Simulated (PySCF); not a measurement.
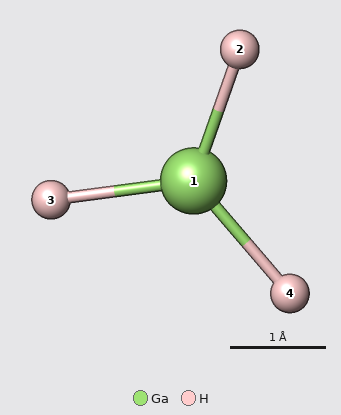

The structure as given in the input (ball-and-stick view, seen at a tilt; atoms are numbered from 1 in the order of the input). Sticks mark near contacts.

## Geometry relaxation, with input and output: GaH₃ (part 1 of 2)

- system: GaH₃
- method: MP2/STO-3G, RHF (PySCF 2.14.0)

The geometry comes from this level: GFN2-xTB. Figures and captions count atoms from 1; the log counts them from 0 in places.

**Log**
```
converged SCF energy = -1902.57383273957
E(RMP2) = -1902.62017155102  E_corr = -0.0463388114500227
E(SCS-RMP2) = -1902.62617515961  E_corr = -0.0523424200383804

#|     Arguments passed to driver run_optimizer():      |#
convergence_set           GAU_TIGHT
customengine              <pyscf.geomopt.geometric_solver.PySCFEngine object>
maxiter                   60
----------------------------------------------------------
Custom engine selected.
Bonds will be generated from interatomic distances less than 1.20 times sum of covalent radii
12 internal coordinates being used (instead of 12 Cartesians)
Internal coordinate system (atoms numbered from 1):
Distance 1-2
Distance 1-3
Distance 1-4
Angle 2-1-4
Angle 3-1-4
Out-of-Plane 1-2-3-4
Translation-X 1-4
Translation-Y 1-4
Translation-Z 1-4
Rotation-A 1-4
Rotation-B 1-4
Rotation-C 1-4
<class 'geometric.internal.Distance'> : 3
<class 'geometric.internal.Angle'> : 2
<class 'geometric.internal.OutOfPlane'> : 1
<class 'geometric.internal.TranslationX'> : 1
<class 'geometric.internal.TranslationY'> : 1
<class 'geometric.internal.TranslationZ'> : 1
<class 'geometric.internal.RotationA'> : 1
<class 'geometric.internal.RotationB'> : 1
<class 'geometric.internal.RotationC'> : 1
> ===== Optimization Info: ====
> Job type: Energy minimization
> Maximum number of optimization cycles: 60
> Initial / maximum trust radius (Angstrom): 0.100 / 0.300
> Convergence Criteria:
> Will converge when all 5 criteria are reached:
>  |Delta-E| < 1.00e-06
>  RMS-Grad  < 1.00e-05
>  Max-Grad  < 1.50e-05
>  RMS-Disp  < 4.00e-05
>  Max-Disp  < 6.00e-05
> === End Optimization Info ===

Geometry optimization cycle 1
Cartesian coordinates (Angstrom)
 Atom        New coordinates             dX        dY        dZ
  Ga  -0.000160   0.000060   0.001280    0.000000  0.000000  0.000000
   H   1.566090  -0.029140   0.013370    0.000000  0.000000  0.000000
   H  -0.757820   1.371010  -0.018620    0.000000 -0.000000  0.000000
   H  -0.808110  -1.341930   0.003970    0.000000  0.000000  0.000000

WARN: Mole.unit (angstrom) is changed to Bohr

converged SCF energy = -1902.57383273958
E(RMP2_Scanner) = -1902.6201715491  E_corr = -0.0463388095245003
E(SCS-RMP2_Scanner) = -1902.62617515763  E_corr = -0.0523424180511598
--------------- RMP2_Scanner gradients ---------------
         x                y                z
0 Ga     0.0001351250    -0.0001343622    -0.0155716299
1 H     0.0606193195    -0.0010848492     0.0057223946
2 H    -0.0294045032     0.0531578145     0.0044876154
3 H    -0.0313499413    -0.0519386031     0.0053616199
----------------------------------------------
cycle 1: E = -1902.62017155  dE = -1902.62  norm(grad) = 0.106634
Step    0 : Gradient = 5.332e-02/6.091e-02 (rms/max) Energy = -1902.6201715491
Hessian Eigenvalues: 4.50000e-02 5.00000e-02 5.00000e-02 ... 1.42491e-01 1.60000e-01 1.60000e-01

Geometry optimization cycle 2
Cartesian coordinates (Angstrom)
 Atom        New coordinates             dX        dY        dZ
  Ga  -0.002408  -0.002318   0.059912   -0.002248 -0.002378  0.058632
   H   1.461723  -0.022503  -0.007124   -0.104367  0.006637 -0.020494
   H  -0.702762   1.281611  -0.036937    0.055058 -0.089399 -0.018317
   H  -0.756553  -1.256790  -0.015851    0.051557  0.085140 -0.019821
converged SCF energy = -1902.60381563094
E(RMP2_Scanner) = -1902.6515691385  E_corr = -0.0477535075630664
E(SCS-RMP2_Scanner) = -1902.65665461549  E_corr = -0.0528389845526323
--------------- RMP2_Scanner gradients ---------------
         x                y                z
0 Ga     0.0001756651     0.0003430134     0.0034627161
1 H     0.0424402806    -0.0006651110    -0.0007707453
2 H    -0.0204140000     0.0372114135    -0.0016379642
3 H    -0.0222019457    -0.0368893159    -0.0010540066
----------------------------------------------
cycle 2: E = -1902.65156914  dE = -0.0313976  norm(grad) = 0.0739819
Step    1 : Displace = 9.548e-02/1.066e-01 (rms/max) Trust = 1.000e-01 (=) Grad = 3.699e-02/4.307e-02 (rms/max) E (change) = -1902.6515691385 (-3.140e-02) Quality = 1.078
Hessian Eigenvalues: 4.41818e-02 5.00000e-02 5.00000e-02 ... 1.42592e-01 1.60000e-01 1.60248e-01

Geometry optimization cycle 3
Cartesian coordinates (Angstrom)
 Atom        New coordinates             dX        dY        dZ
  Ga  -0.002913  -0.004133   0.014511   -0.000505 -0.001816 -0.045401
   H   1.312564  -0.019334   0.006687   -0.149159  0.003169  0.013811
   H  -0.630516   1.151393  -0.020059    0.072247 -0.130218  0.016878
   H  -0.679135  -1.127925  -0.001139    0.077418  0.128865  0.014712
converged SCF energy = -1902.62530941158
E(RMP2_Scanner) = -1902.67606544739  E_corr = -0.0507560358183467
E(SCS-RMP2_Scanner) = -1902.67982729361  E_corr = -0.0545178820302282
--------------- RMP2_Scanner gradients ---------------
         x                y                z
0 Ga    -0.0002818391    -0.0003455855     0.0039466138
1 H     0.0060809799     0.0000999532    -0.0012588455
2 H    -0.0027184986     0.0054068640    -0.0013806093
3 H    -0.0030806422    -0.0051612318    -0.0013071589
----------------------------------------------
cycle 3: E = -1902.67606545  dE = -0.0244963  norm(grad) = 0.0114331
Step    2 : Displace = 1.321e-01/1.511e-01 (rms/max) Trust = 1.414e-01 (+) Grad = 5.717e-03/6.211e-03 (rms/max) E (change) = -1902.6760654474 (-2.450e-02) Quality = 0.909
Hessian Eigenvalues: 5.00000e-02 5.00000e-02 5.00000e-02 ... 1.44920e-01 1.60000e-01 1.60193e-01

Geometry optimization cycle 4
Cartesian coordinates (Angstrom)
 Atom        New coordinates             dX        dY        dZ
  Ga  -0.001905  -0.003816  -0.042508    0.001008  0.000317 -0.057019
   H   1.279235  -0.019645   0.025407   -0.033329 -0.000311  0.018720
   H  -0.615609   1.121976  -0.000668    0.014907 -0.029416  0.019391
   H  -0.661720  -1.098515   0.017768    0.017415  0.029410  0.018907
converged SCF energy = -1902.62316034771
E(RMP2_Scanner) = -1902.67534150241  E_corr = -0.0521811547056832
E(SCS-RMP2_Scanner) = -1902.67881363882  E_corr = -0.0556532911166739
--------------- RMP2_Scanner gradients ---------------
         x                y                z
0 Ga    -0.0002666283    -0.0006513393    -0.0113048506
1 H    -0.0083262595     0.0004082640     0.0036872059
2 H     0.0041921977    -0.0071292721     0.0038603328
3 H     0.0044006902     0.0073723474     0.0037573118
----------------------------------------------
cycle 4: E = -1902.6753415  dE = 0.000723945  norm(grad) = 0.0195582
Step    3 : Displace = 4.388e-02/5.703e-02 (rms/max) Trust = 2.000e-01 (+) Grad = 9.779e-03/1.133e-02 (rms/max) E (change) = -1902.6753415024 (+7.239e-04) Quality = -0.872
Hessian Eigenvalues: 5.00000e-02 5.00000e-02 5.00000e-02 ... 1.55015e-01 1.60000e-01 2.17497e-01

Geometry optimization cycle 5
Cartesian coordinates (Angstrom)
 Atom        New coordinates             dX        dY        dZ
  Ga  -0.000080  -0.000101  -0.011520    0.001826  0.003715  0.030988
   H   1.295373  -0.025506   0.015265    0.016139 -0.005861 -0.010142
   H  -0.628133   1.133366  -0.011208   -0.012524  0.011390 -0.010540
   H  -0.667161  -1.107759   0.007463   -0.005440 -0.009244 -0.010306
converged SCF energy = -1902.62478675094
E(RMP2_Scanner) = -1902.67632635917  E_corr = -0.0515396082393777
E(SCS-RMP2_Scanner) = -1902.67991398774  E_corr = -0.0551272368024175
--------------- RMP2_Scanner gradients ---------------
         x                y                z
0 Ga    -0.0002740033    -0.0004881078    -0.0031101602
1 H    -0.0016890994    -0.0000895213     0.0010252511
2 H     0.0007008759    -0.0015244296     0.0010583973
3 H     0.0012622268     0.0021020587     0.0010265118
----------------------------------------------
cycle 5: E = -1902.67632636  dE = -0.000984857  norm(grad) = 0.00498994
Step    4 : Displace = 2.233e-02/3.126e-02 (rms/max) Trust = 2.194e-02 (-) Grad = 2.495e-03/3.160e-03 (rms/max) E (change) = -1902.6763263592 (-9.849e-04) Quality = 0.944
Hessian Eigenvalues: 5.00000e-02 5.00000e-02 5.00000e-02 ... 1.52297e-01 1.60000e-01 2.27499e-01

Geometry optimization cycle 6
Cartesian coordinates (Angstrom)
 Atom        New coordinates             dX        dY        dZ
  Ga  -0.000902  -0.001274  -0.000639   -0.000822 -0.001173  0.010880
   H   1.297807  -0.021501   0.011630    0.002434  0.004004 -0.003635
   H  -0.625676   1.137307  -0.014844    0.002457  0.003940 -0.003636
   H  -0.671229  -1.114531   0.003853   -0.004068 -0.006772 -0.003609
converged SCF energy = -1902.62503502393
E(RMP2_Scanner) = -1902.67639594591  E_corr = -0.0513609219845971
E(SCS-RMP2_Scanner) = -1902.6800204354  E_corr = -0.0549854114734788
--------------- RMP2_Scanner gradients ---------------
         x                y                z
0 Ga     0.0000789202     0.0001559103    -0.0001746723
1 H    -0.0002717812     0.0001674562     0.0000541074
2 H     0.0002824432    -0.0001630595     0.0000617237
3 H    -0.0000895822    -0.0001603070     0.0000588412
----------------------------------------------
cycle 6: E = -1902.67639595  dE = -6.95867e-05  norm(grad) = 0.000559678
Step    5 : Displace = 8.152e-03/1.097e-02 (rms/max) Trust = 3.103e-02 (+) Grad = 2.798e-04/3.319e-04 (rms/max) E (change) = -1902.6763959459 (-6.959e-05) Quality = 1.016
Hessian Eigenvalues: 5.00000e-02 5.00000e-02 5.00000e-02 ... 1.59994e-01 1.69410e-01 2.00183e-01

Geometry optimization cycle 7
Cartesian coordinates (Angstrom)
 Atom        New coordinates             dX        dY        dZ
  Ga  -0.000428  -0.000516   0.000020    0.000474  0.000758  0.000659
   H   1.299037  -0.023742   0.011440    0.001230 -0.002241 -0.000190
   H  -0.628241   1.137318  -0.015087   -0.002565  0.000011 -0.000242
   H  -0.670368  -1.113059   0.003627    0.000861  0.001471 -0.000226
converged SCF energy = -1902.62504827537
E(RMP2_Scanner) = -1902.67639749146  E_corr = -0.0513492160940694
E(SCS-RMP2_Scanner) = -1902.68002410672  E_corr = -0.0549758313531732
--------------- RMP2_Scanner gradients ---------------
         x                y                z
0 Ga    -0.0000984078    -0.0001401318     0.0000059540
1 H     0.0000485064     0.0000059151    -0.0000015079
2 H    -0.0000105335     0.0000446928    -0.0000023469
3 H     0.0000604348     0.0000895239    -0.0000020992
----------------------------------------------
cycle 7: E = -1902.67639749  dE = -1.54555e-06  norm(grad) = 0.000213382
Step    6 : Displace = 2.086e-03/2.576e-03 (rms/max) Trust = 4.388e-02 (+) Grad = 1.067e-04/1.713e-04 (rms/max) E (change) = -1902.6763974915 (-1.546e-06) Quality = 0.935
Hessian Eigenvalues: 5.00000e-02 5.00000e-02 5.00000e-02 ... 1.59867e-01 1.85905e-01 1.95674e-01

Geometry optimization cycle 8
Cartesian coordinates (Angstrom)
 Atom        New coordinates             dX        dY        dZ
  Ga  -0.000288  -0.000316  -0.000010    0.000141  0.000200 -0.000030
   H   1.299023  -0.023805   0.011450   -0.000014 -0.000063  0.000010
   H  -0.628300   1.137254  -0.015077   -0.000059 -0.000064  0.000010
   H  -0.670435  -1.113133   0.003637   -0.000067 -0.000074  0.000010
converged SCF energy = -1902.62504918172
E(RMP2_Scanner) = -1902.67639756926  E_corr = -0.0513483875369648
E(SCS-RMP2_Scanner) = -1902.68002434067  E_corr = -0.0549751589492746
--------------- RMP2_Scanner gradients ---------------
         x                y                z
0 Ga    -0.0000522424    -0.0000674769    -0.0000027092
1 H     0.0000266711     0.0000090285     0.0000010967
2 H     0.0000012358     0.0000269889     0.0000007244
3 H     0.0000243355     0.0000314595     0.0000008881
----------------------------------------------
cycle 8: E = -1902.67639757  dE = -7.77973e-08  norm(grad) = 0.000101965
Step    7 : Displace = 1.437e-04/2.463e-04 (rms/max) Trust = 6.206e-02 (+) Grad = 5.098e-05/8.538e-05 (rms/max) E (change) = -1902.6763975693 (-7.780e-08) Quality = 1.469
Hessian Eigenvalues: 5.00000e-02 5.00000e-02 5.00000e-02 ... 1.59948e-01 1.94940e-01 2.06077e-01
```
